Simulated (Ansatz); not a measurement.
Consider Ga2AsP (zincblende [001] superlattice).

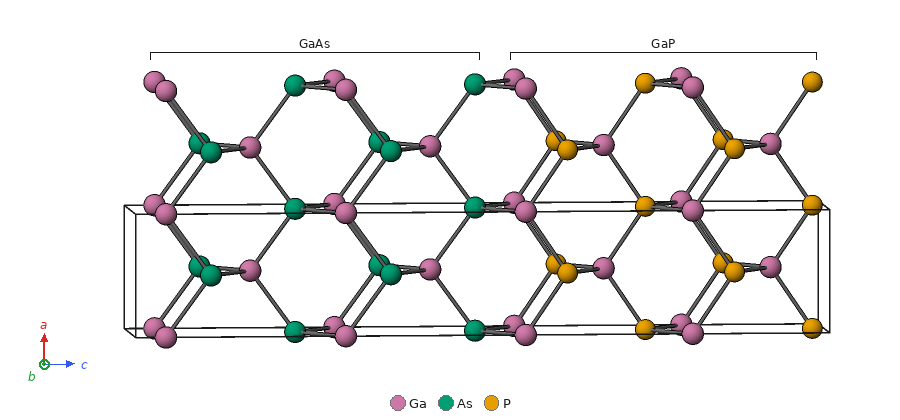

The structure (gallium pink, arsenic teal, phosphorus orange). 2×1×1 cells are drawn. Some periodic images of atoms are drawn too.

The cell holds 16 atoms: 8 Ga, 4 As and 4 P. Its edges and angles: a = 3.927 Å, b = 3.927 Å, c = 22.153 Å, α = 90.0°, β = 90.0°, γ = 90.0°. It derives from GaAs. Regions: GaAs, 8 atoms (4 Ga and 4 As); GaP, 8 atoms (4 Ga and 4 P). The structure's axis is c.

```xyz
16
Lattice="3.9267 0.0000 0.0000 0.0000 3.9267 0.0000 0.0000 0.0000 22.1528" Properties=species:S:1:pos:R:3 pbc="T T T"
Ga    0.0000    0.0000    0.6644
As    1.9634    0.0000    2.1005
Ga    1.9634    1.9634    3.5347
As    0.0000    1.9634    4.9712
Ga    0.0000    0.0000    6.4078
As    1.9634    0.0000    7.8443
Ga    1.9634    1.9634    9.2808
As    0.0000    1.9634   10.7150
Ga    0.0000    0.0000   12.1511
P     1.9634    0.0000   13.4843
Ga    1.9634    1.9634   14.8190
P     0.0000    1.9634   16.1515
Ga    0.0000    0.0000   17.4842
P     1.9634    0.0000   18.8168
Ga    1.9634    1.9634   20.1493
P     0.0000    1.9634   21.4840
```

The structure was relaxed with PBEsol. The runs that relaxed it are not among those shown.

Gaps computed with Ansatz 0.2.0 without a self-energy: PBEsol 1.00 eV and PBEsol+SOC 0.91 eV.

**Question.** What gap should G0W0 on PBEsol give (4×4×1 mesh, 662 empty bands, screening to 90 eV, PAW set soft_1 files)?

About 1.63 eV: on its mesh the run moves the gap from 0.99 eV by +0.64 eV. A band edge moves to another state on the way. Spin-orbit coupling is not in that value; its −0.09 eV at the PBEsol level would bring it to about 1.54 eV. Bands and cutoff are finite, so the gap is not at the basis limit. The miss can reach some tenths of an eV and take either sign; the mesh is an error of its own. The 4×4×1 mesh is coarse for this cell (its supercell is 16 Å along the shortest edge). The RPA ε∞ on it, from the PBEsol start, is 18.94 and 23.26; such meshes misread the long-range screening, most where the gap is narrow. The many-body steps are scalar-relativistic: spin-orbit coupling is not in them.

[Paths, hosts, dates, memory and timing lines, banners, echoed tables and standing remarks are left out of the program output.]

[Logs are printed without paths, hosts, clocks, repeated set-up lines and the standing remarks that a program may print on its own settings, such as how far it seeks lower states.]

[Runs of the session that timed out or met a known fault of the program may be left out.]

[Cells called generated may have been cut or substituted from an entry of the Crystallography Open Database or the Materials Project.]

[Hosts, paths, dates, database ids (printed as entryN), source tags and the programs' standing remarks are cut or masked in the printed files.]
